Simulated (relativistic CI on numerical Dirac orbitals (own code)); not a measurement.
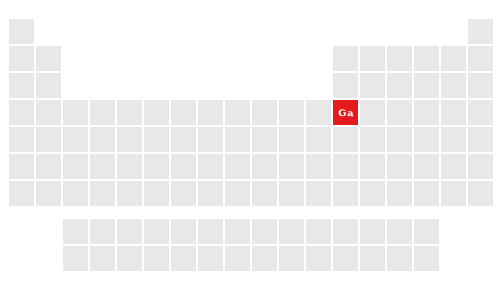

*The place of gallium in the periodic table.*

**Relativistic CI calculation, with input and output: Ga³⁺**

Ga³⁺. Level asked for: Dirac-Coulomb-Breit CI, KLI orbitals optimised for each configuration, model QED (radiative potential, 1s self-energy scaled to tabulated hydrogen-like ionisation energies), numerical settings as typed (relativistic CI on numerical Dirac orbitals, in-house).

### Input
```
atom Ga  Z=31  charge=3  electrons=28
nucleus A=69  rms_radius_fm=3.9973
hamiltonian dirac-coulomb  breit=on  qed=on  c_scale=1
orbitals kli  potential=per-configuration
slater_scale 1
correlation none
mixing on
grid step=0.0125 r_max=5.59
scf mixing=0.4 start=green max_iterations=87 tolerance=2e-08 node_fill=0.05
configurations
  [Ar] 3d10
  [Ar] 3d9 4s
  [Ar] 3d9 4p
end
```

Launched within a batch (the task file carries these settings):
```bash
python <driver script> task.json out
```

The program writes its results to a structured record and prints no log; tables and figures of this report are taken from that record.

### What the run reported

- outcome: not converged
- hardware: 1 CPU thread, shared host

### What went wrong

One thing in this input was made wrong on purpose: box. The run did not meet its convergence test, so its last values are not results. Limits: orbital 3d3/2 not found.
